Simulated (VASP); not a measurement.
Band structure of Cl (space group Cmce). These are r2SCAN meta-GGA, VASP's PBE PAW potentials (set 64) (plane waves; VASP 6.6.1) values and carry that method's errors.

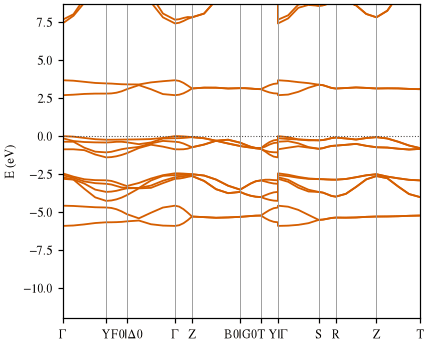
*Bands along high-symmetry lines, zero at the valence-band maximum or, without a gap, the Fermi level*

### Question
Read the plot: is there a gap, and where are the band edges?

### Answer
The gap is direct, 2.69 eV, from the valence maximum at Γ to the conduction minimum at Γ.

The structure comes from a computed database's Cl entry (Cmce); how it stands against other phases isn't given here. It was relaxed first.
